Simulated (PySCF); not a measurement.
Consider C₅H₇B₂Cl₂N.

```xyz
17

Cl    4.9522    1.2249   -1.0718
B     3.2654    0.8470   -0.7259
Cl    2.8776   -0.8938   -0.6405
B     2.1142    2.0583   -0.4423
N     0.6752    1.4105   -0.3166
C    -0.1703    1.4228   -1.3572
C    -1.4027    0.7888   -1.3095
C    -1.7744    0.1185   -0.1470
C    -0.8891    0.1081    0.9279
C     0.3271    0.7611    0.8050
H     2.0820    2.8824   -1.3451
H     2.3793    2.5907    0.6313
H     0.1790    1.9661   -2.2361
H    -2.0586    0.8267   -2.1804
H    -2.7396   -0.3879   -0.0794
H    -1.1305   -0.4037    1.8606
H     1.0630    0.7857    1.6096
```

Geometry: PBE0-D3(BJ)/def2-SVP.

The calculation used PBE0/pcSseg-1, SCF density, gas phase, non-relativistic in PySCF 2.14.0.

Question: What will maps of the electron density and electron localisation function show?

Answer: C–N (1.34 Å): the density is about 2.4 e/Å³ at the midpoint; the ELF peaks at about 0.90 between the atoms: localised, covalent bonding.
C–C (1.39 Å): ρ is about 2.1 e/Å³ halfway; the ELF peaks at about 0.95 between the atoms: a covalent bond.
B–N (1.58 Å): ρ is about 1.3 e/Å³ halfway; the ELF peaks at about 0.95 between the atoms: a shared but strongly polarised pair.
C–H (1.09 Å): the density is about 2.1 e/Å³ at the midpoint; the ELF climbs to about 1 towards the hydrogen, as it does in any bond to H: a covalent bond by its length.

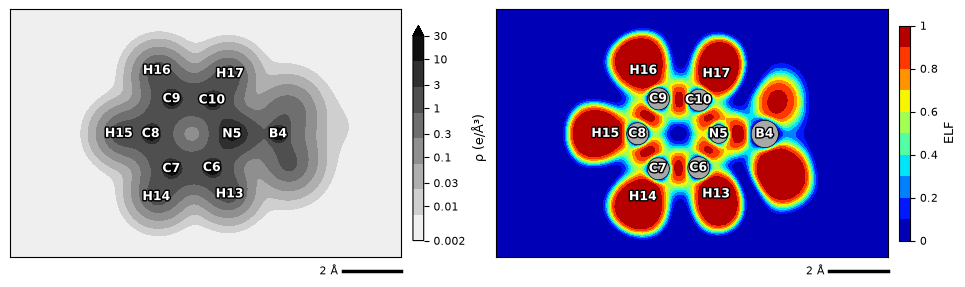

Computed electron density and electron localisation function on the plane of atoms C8, C9 and C10, in this order. Grey discs cover the atomic cores in the ELF map. 
